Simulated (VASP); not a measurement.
Band structure of CdS (zinc blende). These are PBE GGA, VASP's PBE PAW potentials (set 64) (plane waves; VASP 6.6.1) values and carry that method's errors.

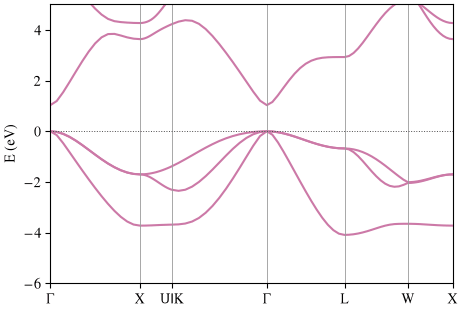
Bands along high-symmetry lines, zero at the valence-band maximum or, without a gap, the Fermi level

### Question
Read the plot: is there a gap, and where are the band edges?

### Answer
The gap is direct, 1.03 eV, from the valence maximum at Γ to the conduction minimum at Γ. (Edges off the drawn lines would not show.)

Measured: gap 2.48 eV at 4 K (computed value off by -1.45 eV), as given by arXiv:1206.3780.

The compound is CdS in the zinc blende structure, a metastable form; wurtzite is the usual one. It was relaxed first, which changed the volume by +6 %.
